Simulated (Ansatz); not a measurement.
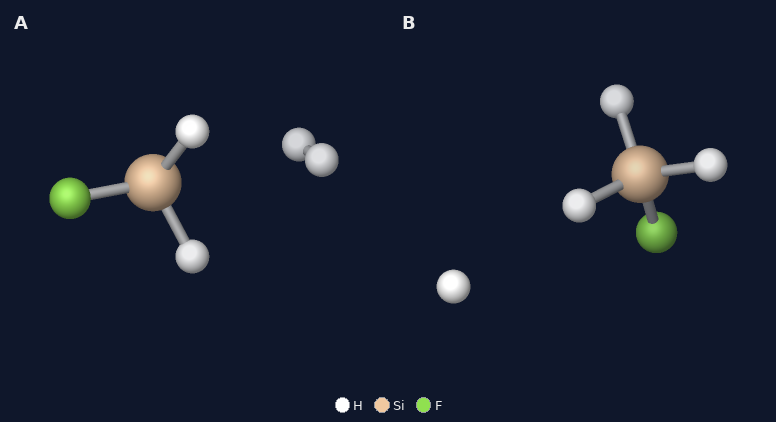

2 stationary structures of one formula. Charge 0, doublet. Geometries: PBE0-D4/def2-TZVP. Electronic energies: CCSD(T)/CBS (MP2 limit from def2-TZVPP and def2-QZVPP plus CCSD(T) − MP2) (Ansatz 0.2.0), without zero-point energy. No frequency run is at hand to confirm each as a minimum.

Question: Which is lowest in energy, and by how much?

Answer: A is lowest (Cs, a minimum); B lies 10.6 kcal/mol above it (Cs).

Give E(B) − E(A) in kcal/mol at these levels too: UHF-MP2 (frozen core)/def2-QZVPP; PBE0-D4/def2-TZVPP; CCSD(T)/CBS (MP2 limit from def2-TZVPP and def2-QZVPP plus CCSD(T) − MP2); ωB97M-V/def2-TZVPP; BLYP-D4/def2-TZVPP; r2SCAN0-D4/def2-TZVPP; direct RPA on PBE orbitals (frozen core)/def2-TZVPP; PBE-D4/def2-TZVPP.

| level | E(B) − E(A) (kcal/mol) |
| --- | --- |
| UHF-MP2 (frozen core)/def2-QZVPP | +8.3 |
| PBE0-D4/def2-TZVPP | +11.3 |
| CCSD(T)/CBS (MP2 limit from def2-TZVPP and def2-QZVPP plus CCSD(T) − MP2) | +10.6 |
| ωB97M-V/def2-TZVPP | +9.9 |
| BLYP-D4/def2-TZVPP | +15.1 |
| r2SCAN0-D4/def2-TZVPP | +12.7 |
| direct RPA on PBE orbitals (frozen core)/def2-TZVPP | +11.6 |
| PBE-D4/def2-TZVPP | +13.2 |
